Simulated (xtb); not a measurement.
# Energy and gradient calculation of CH4AlCl2 (charge −1)

System: CH4AlCl2, charge −1.
Method: GFN2-xTB (xtb 6.7.1).

The geometry comes from this level: GFN2-xTB.

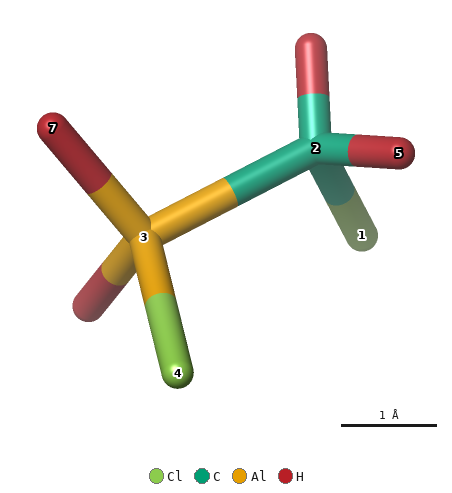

The input geometry (stick view, seen at a tilt; atoms are numbered from 1 in the order of the input). Sticks mark near contacts. Bond lengths as drawn: Al–C 2.08 Å, Al–Cl 2.09 Å, Al–H 1.58 to 1.59 Å, C–Cl 1.80 Å and C–H 1.10 Å.

The input (input.xyz)
```
8
CH4AlCl2
Cl    -1.19871000     0.96254000     1.52308000
C      0.20011000     0.98465000     0.39564000
Al     0.05310000    -0.92836000    -0.41265000
Cl    -0.94135000    -0.78782000    -2.24324000
H      0.05518000     1.89430000    -0.20142000
H      1.06401000     1.18337000     1.04267000
H      1.54760000    -1.42850000    -0.64478000
H     -0.77995000    -1.88017000     0.54071000
```

File xcontrol
```
$embedding
   input=pcharge
$end
```

Run as:
```bash
xtb input.xyz --chrg -1 --gfn2 --grad --input xcontrol -P 1 > xtb.out
```

The program's output
```
* xtb version 6.7.1
   ID    Z sym.   atoms
    1   17 Cl     1, 4
    2    6 C      2
    3   13 Al     3
    4    1 H      5-8

           -------------------------------------------------
          |                Calculation Setup                |
           -------------------------------------------------

          program call               : xtb input.xyz --chrg -1 --gfn2 --grad --input xcontrol -P 1
          coordinate file            : input.xyz
          omp threads                :                     1

           -------------------------------------------------
          |                 G F N 2 - x T B                 |
           -------------------------------------------------

      * Hamiltonian:
        H0-scaling (s, p, d)           1.850000    2.230000    2.230000
        zeta-weighting                 0.500000
      * Dispersion:
        s8                             2.700000
        a1                             0.520000
        a2                             5.000000
        s9                             5.000000
      * Repulsion:
        kExp                           1.500000    1.000000
        rExp                           1.000000
      * Coulomb:
        alpha                          2.000000
        third order                    shell-resolved
        anisotropic                    true
        a3                             3.000000
        a5                             4.000000
        cn-shift                       1.200000
        cn-exp                         4.000000
        max-rad                        5.000000

          ...................................................
          :                      SETUP                      :
          :.................................................:
          :  # basis functions                  38          :
          :  # atomic orbitals                  35          :
          :  # shells                           15          :
          :  # electrons                        26          :
          :  max. iterations                   250          :
          :  Hamiltonian                  GFN2-xTB          :
          :  restarted?                      false          :
          :  GBSA solvation                  false          :
          :  PC potential                     true          :
          :  -> # point charges                  2          :
          :  -> sum of PC                0.0000000     e    :
          :  electronic temp.          300.0000000     K    :
          :  accuracy                    1.0000000          :
          :  -> integral cutoff          0.2500000E+02      :
          :  -> integral neglect         0.1000000E-07      :
          :  -> SCF convergence          0.1000000E-05 Eh   :
          :  -> wf. convergence          0.1000000E-03 e    :
          :  Broyden damping             0.4000000          :
          :  net charge                         -1          :
          :  unpaired electrons                  0          :
          ...................................................

 iter      E             dE          RMSdq      gap      omega  full diag
   1    -14.5512556 -0.145513E+02  0.143E+01    3.32       0.0  T
   2    -14.6767475 -0.125492E+00  0.102E+01    4.61       1.0  T
   3    -14.7577275 -0.809800E-01  0.467E+00    4.63       1.0  T
   4    -14.7614602 -0.373271E-02  0.192E+00    5.28       1.0  T
   5    -14.7646079 -0.314769E-02  0.108E+00    5.47       1.0  T
   6    -14.7661278 -0.151991E-02  0.390E-01    5.31       1.0  T
   7    -14.7660596  0.682082E-04  0.310E-01    5.29       1.0  T
   8    -14.7662617 -0.202112E-03  0.210E-01    5.23       1.0  T
   9    -14.7663747 -0.113026E-03  0.648E-02    5.25       1.0  T
  10    -14.7663750 -0.313269E-06  0.436E-02    5.24       1.0  T
  11    -14.7663781 -0.306331E-05  0.916E-03    5.25       3.9  T
  12    -14.7663783 -0.165367E-06  0.557E-03    5.25       6.3  T
  13    -14.7663784 -0.960223E-07  0.353E-03    5.25      10.0  T
  14    -14.7663784 -0.399698E-07  0.110E-03    5.25      32.3  T
  15    -14.7663784 -0.146149E-08  0.866E-04    5.25      40.8  T
  16    -14.7663784 -0.890116E-09  0.366E-04    5.25      96.7  T

   *** convergence criteria satisfied after 16 iterations ***

         #    Occupation            Energy/Eh            Energy/eV
      -------------------------------------------------------------
         1        2.0000           -0.9326110             -25.3776
       ...           ...                  ...                  ...
         7        2.0000           -0.3047066              -8.2915
         8        2.0000           -0.3004739              -8.1763
         9        2.0000           -0.2998969              -8.1606
        10        2.0000           -0.2666410              -7.2557
        11        2.0000           -0.2579185              -7.0183
        12        2.0000           -0.2302117              -6.2644
        13        2.0000           -0.1985637              -5.4032 (HOMO)
        14                         -0.0057759              -0.1572 (LUMO)
        15                          0.0195844               0.5329
        16                          0.0320034               0.8709
        17                          0.0536080               1.4587
        18                          0.1090102               2.9663
       ...                                ...                  ...
        35                          1.1804197              32.1209
      -------------------------------------------------------------
                  HL-Gap            0.1927878 Eh            5.2460 eV
             Fermi-level           -0.1021698 Eh           -2.7802 eV

 SCC (total)                   0 d,  0 h,  0 min,  0.005 sec
 SCC setup                      ...        0 min,  0.000 sec (  1.215%)
 Dispersion                     ...        0 min,  0.000 sec (  0.519%)
 classical contributions        ...        0 min,  0.000 sec (  0.200%)
 integral evaluation            ...        0 min,  0.001 sec ( 16.442%)
 iterations                     ...        0 min,  0.003 sec ( 55.931%)
 molecular gradient             ...        0 min,  0.001 sec ( 24.644%)
 printout                       ...        0 min,  0.000 sec (  0.917%)

         :::::::::::::::::::::::::::::::::::::::::::::::::::::
         ::                     SUMMARY                     ::
         :::::::::::::::::::::::::::::::::::::::::::::::::::::
         :: total energy             -14.708593425900 Eh    ::
         :: gradient norm              0.046573465026 Eh/a0 ::
         :: HOMO-LUMO gap              5.246023007213 eV    ::
         ::.................................................::
         :: SCC energy               -14.766373546711 Eh    ::
         :: -> isotropic ES            0.143837990204 Eh    ::
         :: -> anisotropic ES         -0.003862590823 Eh    ::
         :: -> anisotropic XC         -0.005887488988 Eh    ::
         :: -> dispersion             -0.007410376753 Eh    ::
         :: repulsion energy           0.057780120811 Eh    ::
         :: add. restraining           0.000000000000 Eh    ::
         :: total charge              -1.000000000000 e     ::
         :::::::::::::::::::::::::::::::::::::::::::::::::::::

           -------------------------------------------------
          |                Property Printout                |
           -------------------------------------------------

    * Orbital Energies and Occupations

         #    Occupation            Energy/Eh            Energy/eV
      -------------------------------------------------------------
         1        2.0000           -0.9326110             -25.3776
         2        2.0000           -0.8781248             -23.8950
         3        2.0000           -0.4000633             -10.8863
         4        2.0000           -0.3691558             -10.0452
         5        2.0000           -0.3222135              -8.7679
         6        2.0000           -0.3204785              -8.7207
         7        2.0000           -0.3047066              -8.2915
         8        2.0000           -0.3004739              -8.1763
         9        2.0000           -0.2998969              -8.1606
        10        2.0000           -0.2666410              -7.2557
        11        2.0000           -0.2579185              -7.0183
        12        2.0000           -0.2302117              -6.2644
        13        2.0000           -0.1985637              -5.4032 (HOMO)
        14                         -0.0057759              -0.1572 (LUMO)
        15                          0.0195844               0.5329
        16                          0.0320034               0.8709
        17                          0.0536080               1.4587
        18                          0.1090102               2.9663
        19                          0.1295834               3.5261
        20                          0.1432290               3.8975
        21                          0.1578241               4.2946
        22                          0.1595700               4.3421
        23                          0.1940451               5.2802
        24                          0.2018311               5.4921
       ...                                ...                  ...
        35                          1.1804197              32.1209
      -------------------------------------------------------------
                  HL-Gap            0.1927878 Eh            5.2460 eV
             Fermi-level           -0.1021698 Eh           -2.7802 eV

     #   Z          covCN         q      C6AA      α(0)
     1  17 Cl       1.103    -0.275   107.961    15.896
     2   6 C        3.552    -0.084    23.156     7.032
     3  13 Al       3.543     0.292    95.077    19.870
     4  17 Cl       0.768    -0.465   114.315    16.355
     5   1 H        0.924     0.060     2.196     2.317
     6   1 H        0.924     0.079     1.986     2.204
     7   1 H        0.869    -0.290    20.951     7.168
     8   1 H        0.872    -0.317    25.933     7.974

 Mol. C6AA /au·bohr⁶  :       2286.660722
 Mol. C8AA /au·bohr⁸  :      88766.174686
 Mol. α(0) /au        :         78.816195

Wiberg/Mayer (AO) data.
largest (>0.10) Wiberg bond orders for each atom

 ---------------------------------------------------------------------------
     #   Z sym  total        # sym  WBO       # sym  WBO       # sym  WBO
 ---------------------------------------------------------------------------
     1  17 Cl   1.028 --     2 C    0.884     3 Al   0.129
     2   6 C    3.743 --     6 H    0.951     5 H    0.950     1 Cl   0.884
                             3 Al   0.878
     3  13 Al   3.657 --     4 Cl   0.920     2 C    0.878     7 H    0.834
                             8 H    0.822     1 Cl   0.129
     4  17 Cl   0.980 --     3 Al   0.920
     5   1 H    0.996 --     2 C    0.950
     6   1 H    0.994 --     2 C    0.951
     7   1 H    0.916 --     3 Al   0.834
     8   1 H    0.899 --     3 Al   0.822
 ---------------------------------------------------------------------------

Topologies differ in total number of bonds
Writing topology from bond orders to xtbtopo.mol

molecular dipole:
                 x           y           z       tot (Debye)
 q only:        1.236       1.825       1.052
   full:        1.353       1.485       1.103       5.826
molecular quadrupole (traceless):
                xx          xy          yy          xz          yz          zz
 q only:        2.880       1.194       2.070       0.092      -5.446      -4.950
  q+dip:        3.522       2.836       5.142       0.495      -7.171      -8.664
   full:        2.936       2.557       4.189       0.876      -6.856      -7.125

           -------------------------------------------------
          | TOTAL ENERGY              -14.708593425900 Eh   |
          | GRADIENT NORM               0.046573465026 Eh/α |
          | HOMO-LUMO GAP               5.246023007213 eV   |
           -------------------------------------------------

------------------------------------------------------------------------
------------------------------------------------------------------------
 total:
 *  cpu-time:     0 d,  0 h,  0 min,  0.011 sec
 * ratio c/w:     1.000 speedup
 SCF:
 *  cpu-time:     0 d,  0 h,  0 min,  0.005 sec
 * ratio c/w:     1.000 speedup
```

Standard error
```
normal termination of xtb
```

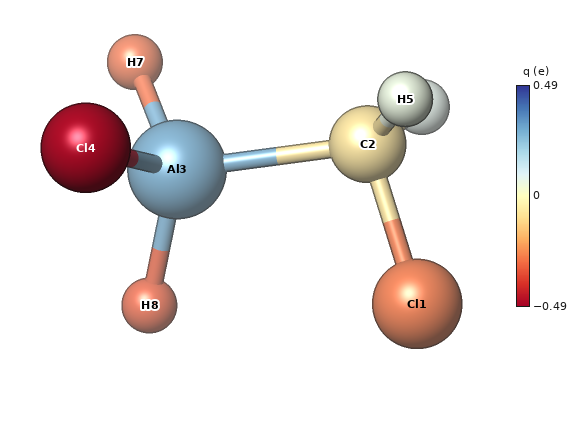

Mulliken charges, as the colour of each atom (ball-and-stick view, seen on its broad side; atoms are numbered from 1 in the order of the input). By element: Cl −0.47 to −0.28, C −0.08, Al +0.29 and H −0.32 to +0.08 e.

Key numbers

- outcome: converged
- electrons treated: 26
- total energy: −14.708593 hartree
- dispersion energy: −0.007410 hartree
- basis functions: 38
- largest force: 1.914 eV/Å
- HOMO: −5.40 eV
- LUMO: −0.16 eV
- hardware: 1 thread of Intel Xeon (Granite Rapids), 64 GiB of memory available, shared host
- peak memory: 0.074 GiB
